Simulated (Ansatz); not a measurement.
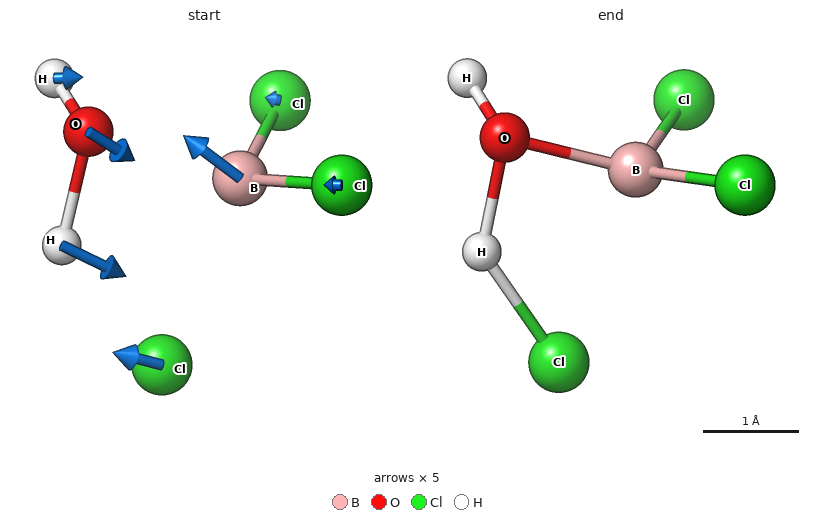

The structure of BH$_{2}$OCl$_{3}$ (coarse preliminary run) before (left) and after (right) a saddle-point search, at one scale. The blue arrows give the displacements, 5 times their true length.

Style: ball-and-stick. Shown at a tilt.

The reaction that was planned forms B1–Cl6, O2–H5 and breaks B1–O2, H5–Cl6 (atoms numbered from 1 in input order).

Method: RKS PBE0-D4/def2-SVP (Ansatz). 

Summarise the run.

The search converged after 8 steps with a largest force component of 0.026 eV/Å and a curvature of −9.65 eV/Å² along the mode that it followed. An H atom moves most after the best rigid fit: 0.16 Å. By element the largest moves are H 0.16 Å, B 0.16 Å, O 0.13 Å, Cl 0.12 Å. Among the contacts that change: B–O 1.749 → 1.476 Å, Cl–H 1.754 → 1.512 Å, Cl–O 2.742 → 2.572 Å, B–Cl 2.172 → 2.224 Å. Among the angles between lasting bonds that change: H–O–H 106.1° → 112.2°, Cl–B–Cl 123.0° → 119.9°.
